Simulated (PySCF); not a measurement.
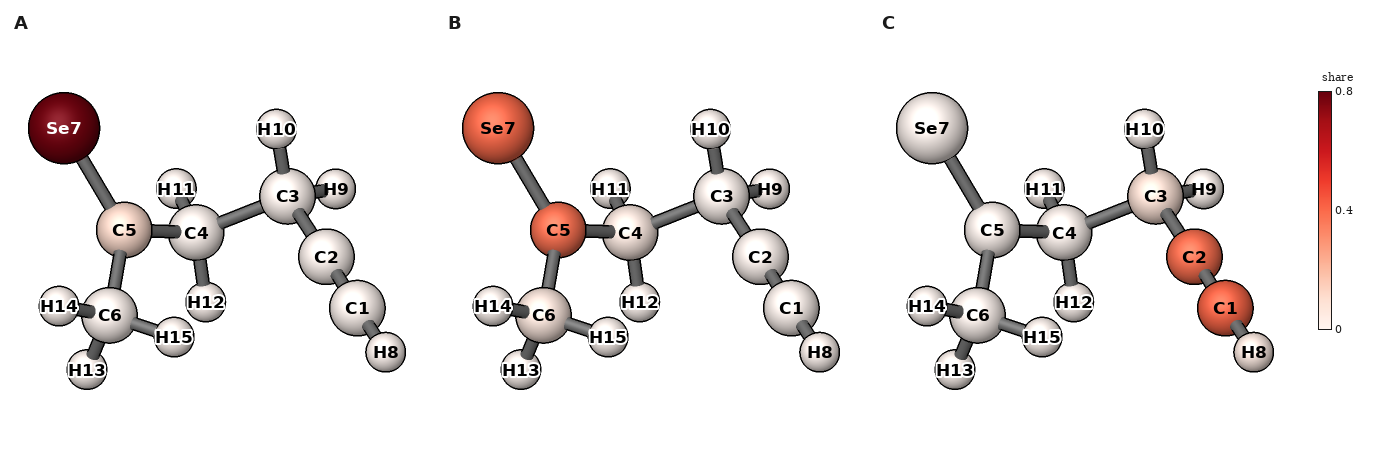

Each panel colours the atoms by their Löwdin share in one orbital (up to four of the largest shares; other atoms are shown as zero). The computed structure is the end point of a GFN2-xTB optimisation. No frequency run is at hand to confirm it as a minimum. Level of theory: CAM-B3LYP/def2-SVPD (PySCF 2.14.0).

The panels show the HOMO−2, HOMO, LUMO, in some order. Which is which?

Answer. A: HOMO, −7.36 eV; Se7 0.78, C5 0.11
B: LUMO, −1.19 eV; Se7 0.40, C5 0.38, C6 0.06, C4 0.04
C: HOMO−2, −9.49 eV; C1 0.41, C2 0.39, C3 0.08, H8 0.04

The geometry is semi-empirical. Around Se such bond lengths and angles can be off by a tenth of an ångström or more and by several degrees, and values that hang on the shape move with them.
